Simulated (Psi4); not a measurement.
# A workflow on C3H5Ga (SMILES C#[C][GaH][CH3])

Wanted: a structure relaxation (singlet C3H5Ga, wB97X-D/def2-SVPD), then a single-point energy (doublet C3H5Ga+, U-wB97X-D/def2-SVPD), then a geometry optimisation (doublet C3H5Ga+, U-wB97X-D/def2-SVPD), then a single-point energy (doublet C3H5Ga−, U-wB97X-D/def2-SVPD) of C3H5Ga. 

Program for the calculation: Psi4 1.11.

## Step 1: Starting point

C3H5Ga has 9 atoms, charge 0, and is taken as a singlet. As SMILES, `C#[C][GaH][CH3]`. The coordinates come from a PBE0-D4/def2-TZVP relaxation. The run starts from this shape.

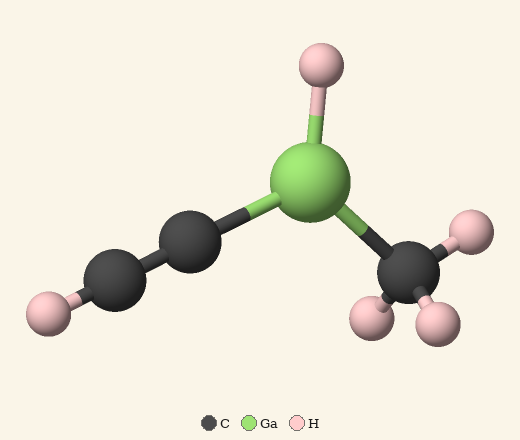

Viewed from a chosen angle; carbon dark grey, gallium green, hydrogen pink.

## Step 2: A structure relaxation at wB97X-D/def2-SVPD (density fitting) (run 1)

Input file c3h5ga.inp:

```
memory 1600 mb

molecule {
  0 1
  C      1.498700     0.816800    -2.138700
  C      0.950000     0.745200    -1.062800
  Ga     0.068800     0.611200     0.643700
  C     -1.036100    -0.972500     0.966400
  H      1.983700     0.883100    -3.086100
  H      0.292600     1.783100     1.655500
  H     -0.451400    -1.877200     0.782100
  H     -1.435200    -1.006300     1.980000
  H     -1.871000    -0.983500     0.260000
  symmetry c1
}

set {
  basis def2-SVPD
}

e, wfn = opt('wb97x-d', return_wfn=True)
```

On the command line:

```bash
$ psi4 -i c3h5ga.inp -o c3h5ga.out -n 1
```

c3h5ga.out:

```text
[...]
  Running in c1 symmetry.
[...]
  Nuclear repulsion =  215.078574160553387
[...]
  Multiplicity = 1
[...]
  Nalpha       = 27
  Nbeta        = 27
[...]
    Number of basis functions: 138
[...]
   @DF-RKS iter   1: -2039.99905208898667   -2.45113e+00   1.88700e-02 DIIS/ADIIS
[...]
   @DF-RKS iter   8: -2041.80323542585893   -3.41061e-12   2.94131e-09 DIIS
[...]
  @DF-RKS Final Energy: -2041.80323542585893
   => Energetics <=
    Nuclear Repulsion Energy =            214.5565980189812478
    One-Electron Energy =               -3267.0596111788163398
    Two-Electron Energy =                1079.0689309858898923
    DFT Exchange-Correlation Energy =     -68.3666982233511504
    Empirical Dispersion Energy =          -0.0024550285625130
    VV10 Nonlocal Energy =                  0.0000000000000000
    Total Energy =                      -2041.8032354258589294
[...]
 Multipole Moments:
 ------------------------------------------------------------------------------------
     Multipole            Electronic (a.u.)      Nuclear  (a.u.)        Total (a.u.)
 ------------------------------------------------------------------------------------
 L = 1.  Multiply by 2.5417464519 to convert [e a0] to [Debye]
 Dipole X            :          1.3489063           -1.4873287           -0.1384224
 Dipole Y            :          4.0946133           -4.3111410           -0.2165277
 Dipole Z            :          2.3807174           -2.3650280            0.0156894
 Magnitude           :                                                    0.2574707
[...]
  -Total Gradient:
     Atom            X                  Y                   Z
    ------   -----------------  -----------------  -----------------
       1       -0.000031625525    -0.000089631315    -0.000060351376
       2        0.000086981635     0.000075459703    -0.000023074434
       3       -0.000051777269    -0.000018603939    -0.000038766332
       4        0.000095320330     0.000193763789    -0.000047183273
       5        0.000022385281    -0.000007101241    -0.000025928228
       6        0.000039658221     0.000005486380    -0.000044106538
       7       -0.000006611504    -0.000024458472    -0.000014634498
       8       -0.000016758472    -0.000044488763    -0.000047547096
       9        0.000011524737    -0.000049744743    -0.000024938045
[...]
    Final optimized geometry and variables:
    Molecular point group: c1
    Full point group: C1
    Geometry (in Angstrom), charge = 0, multiplicity = 1:
    C            1.328125756865     0.387701833644    -2.318590891919
    C            0.769168432039     0.308468431920    -1.238719652263
    GA          -0.117389806873     0.173356184064     0.468601784516
    C           -1.220967063336    -1.407296748401     0.802922743644
    H            1.822296075005     0.459887857726    -3.270196193583
    H            0.101936776833     1.344796462403     1.476106799626
    H           -0.643960767595    -2.324491284314     0.608053536619
    H           -1.611996724547    -1.447739037778     1.828145120934
    H           -2.074214553018    -1.421094390090     0.106043284180
    Psi4 run time: 0:02:18.42
[...]
```

Standard output:

```text
Interior angle of 179.8 for bend B([4, 0, 2]) can't work in good torsion
Interior angle of 179.8 for bend B([4, 0, 2]) can't work in good torsion
Optimizer: Optimization complete!
```

Wall time 2.3 min (1 thread of Intel Xeon Platinum 8259CL at 2.50GHz (Skylake/Cascade Lake), shared host); peak memory 1.2 GiB.

The path in brief:

```csv
step,energy from the first frame kept (eV),largest force (eV/Å)
0,0.0000,0.8549
1,-0.0090,0.0701
2,-0.0090,0.0347
3,-0.0092,0.0527
4,-0.0093,0.0115
5,-0.0093,0.0114
```

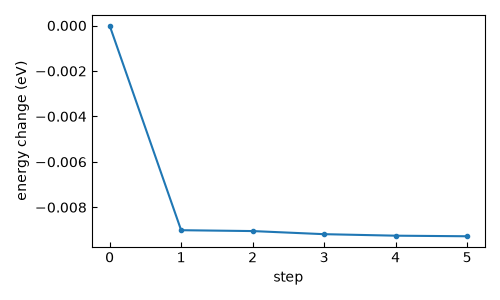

Energy along the run.

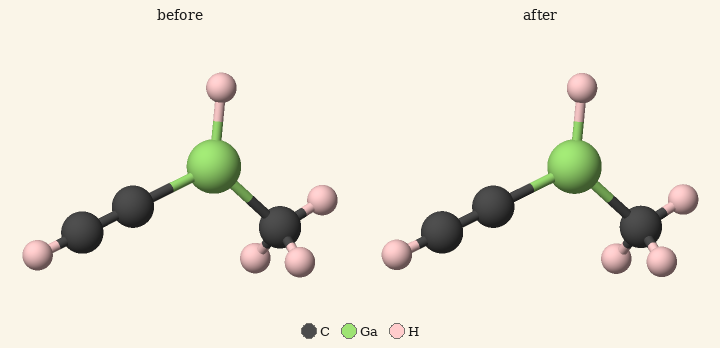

Before and after, at one scale.

After the run. Bond lengths: C1–C2 1.219 Å, C2–Ga3 1.929 Å, Ga3–C4 1.957 Å, C1–H5 1.075 Å, Ga3–H6 1.561 Å, C4–H7 1.101 Å, C4–H8 1.098 Å, C4–H9 1.102 Å. Some angles: C1–C2–Ga3 179.7°, C2–Ga3–C4 117.9°, C2–C1–H5 179.9°, C2–Ga3–H6 117.0°, C4–Ga3–H6 125.1°, Ga3–C4–H7 110.3°, Ga3–C4–H8 113.0°, Ga3–C4–H9 109.8°, H7–C4–H8 108.7°, H7–C4–H9 106.5°.

## Step 3: The doublet cation: the energy at U-wB97X-D/def2-SVPD (density fitting) (run 2)

Input file calc.inp:

```
memory 1600 MB

molecule mol {
  1 2
  C      2.85693520     1.55737054    -4.05240996
  C      1.80065766     1.40763998    -2.01174952
  Ga     0.12530585     1.15231531     1.21462147
  C     -1.96015244    -1.83468596     1.84639659
  H      3.79078116     1.69378231    -5.85068279
  H      0.53977381     3.36601608     3.11852999
  H     -0.86976913    -3.56793142     1.47814755
  H     -2.69909204    -1.91111027     3.78378539
  H     -3.57255747    -1.86075851     0.52948425
  units au
  symmetry c1
}

set {
  basis     def2-SVPD
  reference uks
}

energy_value, wavefunction = energy("wb97x-d", return_wfn=True)
```

On the command line:

```bash
$ psi4 -i calc.inp -o calc.out -n 1
```

calc.out:

```text
[...]
  Running in c1 symmetry.
[...]
  Nuclear repulsion =  214.556587631016214
[...]
  Multiplicity = 2
[...]
  Nalpha       = 27
  Nbeta        = 26
[...]
    Number of basis functions: 138
[...]
   @DF-UKS iter   1: -2039.67394840071574   -2.14758e+00   1.88041e-02 DIIS/ADIIS
[...]
   @DF-UKS iter  14: -2041.43831010092708   -1.20593e-07   6.21210e-07 DIIS
[...]
   @S^2 Observed:                7.649622308E-01
[...]
    Orbital Energies [Eh]
    ---------------------
    Alpha Occupied:
       1A   -373.004952     2A    -46.296587     3A    -41.041370
       4A    -41.038016     5A    -41.037935     6A    -10.572170
       7A    -10.545466     8A    -10.501291     9A     -5.837125
      10A     -4.120398    11A     -4.111163    12A     -4.110670
      13A     -1.162237    14A     -1.156335    15A     -1.156269
      16A     -1.155388    17A     -1.153746    18A     -1.096206
      19A     -0.978828    20A     -0.859075    21A     -0.777734
      22A     -0.686672    23A     -0.677969    24A     -0.642884
      25A     -0.638933    26A     -0.615881    27A     -0.592116
    Alpha Virtual:
[...]
  @DF-UKS Final Energy: -2041.43831010092708
   => Energetics <=
    Nuclear Repulsion Energy =            214.5565876310162139
    One-Electron Energy =               -3254.8666338374287079
    Two-Electron Energy =                1067.0776201741389286
    DFT Exchange-Correlation Energy =     -68.2034290402030052
    Empirical Dispersion Energy =          -0.0024550284504063
    VV10 Nonlocal Energy =                  0.0000000000000000
    Total Energy =                      -2041.4383101009270831
[...]
 Multipole Moments:
 ------------------------------------------------------------------------------------
     Multipole            Electronic (a.u.)      Nuclear  (a.u.)        Total (a.u.)
 ------------------------------------------------------------------------------------
 L = 1.  Multiply by 2.5417464519 to convert [e a0] to [Debye]
 Dipole X            :          1.8144803           -1.4873285            0.3271519
 Dipole Y            :          4.1144389           -4.3111398           -0.1967009
 Dipole Z            :          1.4134169           -2.3650288           -0.9516119
 Magnitude           :                                                    1.0253218
[...]
```

Run time: 31 s. Hardware: 1 thread of Intel Xeon Platinum 8259CL at 2.50GHz (Skylake/Cascade Lake), shared host; peak memory 1.1 GiB.

## Step 4: The doublet cation: a structure relaxation at U-wB97X-D/def2-SVPD (density fitting) (run 3)

Input file input.in:

```
memory 1.6 GB

molecule {
  1 2
  C      1.511825     0.824125    -2.144443
  C      0.952867     0.744891    -1.064572
  Ga     0.066309     0.609779     0.642750
  C     -1.037268    -0.970874     0.977071
  H      2.005995     0.896311    -3.096048
  H      0.285636     1.781219     1.650255
  H     -0.460262    -1.888068     0.782202
  H     -1.428298    -1.011316     2.002293
  H     -1.890516    -0.984671     0.280191
  symmetry c1
}

set {
  basis        def2-SVPD
  reference    uks
  geom_maxiter 50
}

optimize('wb97x-d')
print_variables()
```

On the command line:

```bash
$ psi4 -n 1 input.in input.out
```

input.out, shortened:

```text
[...]
  Running in c1 symmetry.
[...]
  Nuclear repulsion =  214.556587584604728
[...]
  Multiplicity = 2
[...]
  Nalpha       = 27
  Nbeta        = 26
[...]
    Number of basis functions: 138
[...]
   @DF-UKS iter   1: -2039.67394791630750   -2.14757e+00   1.88041e-02 ADIIS/DIIS
[...]
   @DF-UKS iter   9: -2041.45772774515672   -2.95586e-12   3.89018e-09 DIIS
[...]
   @S^2 Observed:                7.564449435E-01
[...]
  @DF-UKS Final Energy: -2041.45772774515672
   => Energetics <=
    Nuclear Repulsion Energy =            209.7042563977331326
    One-Electron Energy =               -3244.6640471930904823
    Two-Electron Energy =                1061.6940768343977197
    DFT Exchange-Correlation Energy =     -68.1891519997621742
    Empirical Dispersion Energy =          -0.0028617844348811
    VV10 Nonlocal Energy =                  0.0000000000000000
    Total Energy =                      -2041.4577277451567170
[...]
 Multipole Moments:
[...]
  -Total Gradient:
     Atom            X                  Y                   Z
    ------   -----------------  -----------------  -----------------
       1       -0.000095363470    -0.000001470140     0.000233017170
       2       -0.000026475120     0.000047766408     0.000057996147
       3       -0.000057857872    -0.000070936179     0.000087469631
       4       -0.000046099149     0.000020633544     0.000103130860
       5       -0.000059241773     0.000003968839     0.000138788670
       6       -0.000091653787    -0.000052468644     0.000133533686
       7       -0.000005569165    -0.000002067236     0.000125977686
       8       -0.000071529331    -0.000071118252     0.000081998551
       9       -0.000024417629    -0.000074652500     0.000101839405
[...]
    Final optimized geometry and variables:
    Molecular point group: c1
[...]
```

On the terminal:

```text
Interior angle of 179.9 for bend B([4, 0, 2]) can't work in good torsion
Interior angle of 179.9 for bend B([4, 0, 2]) can't work in good torsion
Optimizer: Optimization complete!
```

Run time: 8.6 min. Hardware: 1 thread of Intel Xeon Platinum 8259CL at 2.50GHz (Skylake/Cascade Lake), shared host; peak memory 1.2 GiB.

The path in brief:

```csv
step,energy from the first frame kept (eV),largest force (eV/Å)
0,0.0000,2.7912
1,-0.0850,0.9076
2,-0.1287,0.9453
3,-0.3338,1.1545
4,-0.4413,0.8017
5,-0.3240,2.6458
6,-0.4969,0.4231
7,-0.5232,0.1496
8,-0.5251,0.1232
9,-0.5253,0.3029
10,-0.5278,0.0650
11,-0.5282,0.0244
12,-0.5284,0.0226
13,-0.5284,0.0129
```

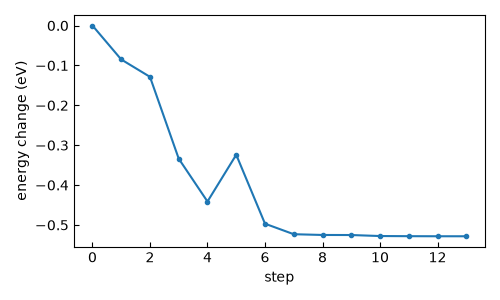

Energy along the run.

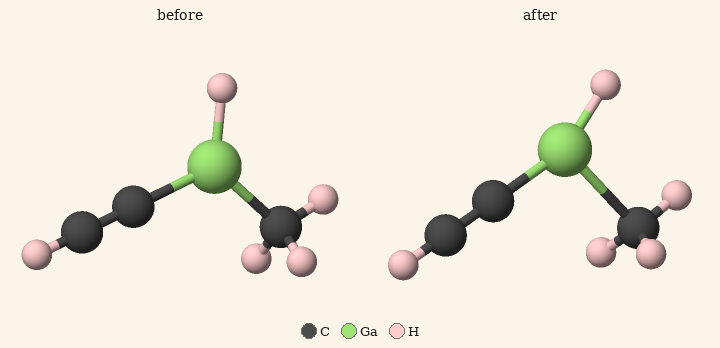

Before and after, at one scale.

After the run. Bond lengths: C1–C2 1.218 Å, C2–Ga3 1.841 Å, Ga3–C4 2.324 Å, C1–H5 1.079 Å, Ga3–H6 1.526 Å, C4–H7 1.096 Å, C4–H8 1.093 Å, C4–H9 1.097 Å. Some angles: C1–C2–Ga3 179.8°, C2–Ga3–C4 104.2°, C2–C1–H5 179.2°, C2–Ga3–H6 156.1°, C4–Ga3–H6 99.6°, Ga3–C4–H7 97.1°, Ga3–C4–H8 102.3°, Ga3–C4–H9 95.9°, H7–C4–H8 118.4°, H7–C4–H9 117.2°.

## Step 5: The doublet anion: a single-point energy at U-wB97X-D/def2-SVPD (density fitting) (run 4)

Input file input.inp:

```
memory 1600 MB

molecule mol {
  -1 2
  C      1.511825     0.824125    -2.144443
  C      0.952867     0.744891    -1.064572
  Ga     0.066309     0.609779     0.642750
  C     -1.037268    -0.970874     0.977071
  H      2.005995     0.896311    -3.096048
  H      0.285636     1.781219     1.650255
  H     -0.460262    -1.888068     0.782202
  H     -1.428298    -1.011316     2.002293
  H     -1.890516    -0.984671     0.280191
  symmetry c1
}

set globals {
  basis def2-SVPD
  reference uks
}

e = energy('wb97x-d')
```

On the command line:

```bash
$ psi4 -n 1 input.inp input.out
```

input.out:

```text
[...]
  Running in c1 symmetry.
[...]
  Nuclear repulsion =  214.556587584604728
[...]
  Multiplicity = 2
[...]
  Nalpha       = 28
  Nbeta        = 27
[...]
    Number of basis functions: 138
[...]
   @DF-UKS iter   1: -2039.68983782541068   -2.16346e+00   1.94381e-02 DIIS/ADIIS
[...]
   @DF-UKS iter  12: -2041.79570899091527   -2.96224e-07   8.61411e-07 DIIS
[...]
   @S^2 Observed:                7.561812626E-01
[...]
    Orbital Energies [Eh]
    ---------------------
    Alpha Occupied:
       1A   -372.545804     2A    -45.838252     3A    -40.582719
       4A    -40.580131     5A    -40.579719     6A    -10.113824
       7A    -10.108570     8A    -10.106213     9A     -5.378841
      10A     -3.659470    11A     -3.654865    12A     -3.653660
      13A     -0.702823    14A     -0.701885    15A     -0.698519
      16A     -0.697411    17A     -0.696547    18A     -0.642802
      19A     -0.597197    20A     -0.448686    21A     -0.352299
      22A     -0.316115    23A     -0.310320    24A     -0.219136
      25A     -0.201339    26A     -0.193257    27A     -0.165902
      28A      0.012546
    Alpha Virtual:
[...]
  @DF-UKS Final Energy: -2041.79570899091527
   => Energetics <=
    Nuclear Repulsion Energy =            214.5565875846047277
    One-Electron Energy =               -3278.3700996801212568
    Two-Electron Energy =                1090.4734262359370405
    DFT Exchange-Correlation Energy =     -68.4531681028839500
    Empirical Dispersion Energy =          -0.0024550284517761
    VV10 Nonlocal Energy =                  0.0000000000000000
    Total Energy =                      -2041.7957089909152728
[...]
 Multipole Moments:
 ------------------------------------------------------------------------------------
     Multipole            Electronic (a.u.)      Nuclear  (a.u.)        Total (a.u.)
 ------------------------------------------------------------------------------------
 L = 1.  Multiply by 2.5417464519 to convert [e a0] to [Debye]
 Dipole X            :          1.1451272           -1.4873285           -0.3422013
 Dipole Y            :          3.7586034           -4.3111398           -0.5525364
 Dipole Z            :          2.3394114           -2.3650288           -0.0256174
 Magnitude           :                                                    0.6504263
[...]
```

Wall time 29 s (1 thread of Intel Xeon Platinum 8259CL at 2.50GHz (Skylake/Cascade Lake), shared host); peak memory 1.1 GiB.

## Step 6: What came out

| quantity | value |
| --- | --- |
| run 1, wB97X-D/def2-SVPD: total energy at the end | -2041.80324 Eh |
| run 1, wB97X-D/def2-SVPD: dipole moment | 0.65 D |
| run 1, wB97X-D/def2-SVPD: HOMO energy | -9.58 eV |
| run 1, wB97X-D/def2-SVPD: LUMO energy | 0.05 eV |
| run 1, wB97X-D/def2-SVPD: HOMO–LUMO gap | 9.62 eV |
| run 1, wB97X-D/def2-SVPD: dispersion energy | -6.45 kJ/mol |
| doublet cation, run 2: total energy | -2041.43831 Eh |
| doublet cation, run 2: HOMO energy (highest over α and β) | -15.36 eV |
| doublet cation, run 2: LUMO energy (lowest over α and β) | -10.27 eV |
| doublet cation, run 2: dispersion energy | -6.45 kJ/mol |
| doublet cation, run 2: ⟨S²⟩ | 0.765 |
| doublet cation, run 3: total energy at the end | -2041.45773 Eh |
| doublet cation, run 3: HOMO energy (highest over α and β) | -15.09 eV |
| doublet cation, run 3: LUMO energy (lowest over α and β) | -8.24 eV |
| doublet cation, run 3: dispersion energy | -7.51 kJ/mol |
| doublet cation, run 3: ⟨S²⟩ | 0.756 |
| doublet anion: total energy | -2041.79571 Eh |
| doublet anion: HOMO energy (highest over α and β) | 0.34 eV |
| doublet anion: LUMO energy (lowest over α and β) | 5.05 eV |
| doublet anion: dispersion energy | -6.45 kJ/mol |
| doublet anion: ⟨S²⟩ | 0.756 |
| adiabatic ionisation energy (to the doublet cation, no zero-point term) | 9.402 eV |

What this shows: The adiabatic ionisation energy (to the doublet cation, no zero-point term) is 9.40 eV (217 kcal/mol). The optimisation (run 1, wB97X-D/def2-SVPD) took 6 steps and changed the energy by -0.009 eV. The optimisation (doublet cation, run 3) took 14 steps and changed the energy by -0.528 eV. The HOMO (doublet anion) lies at positive energy, 0.34 eV; only total energies tell whether the electron is bound.
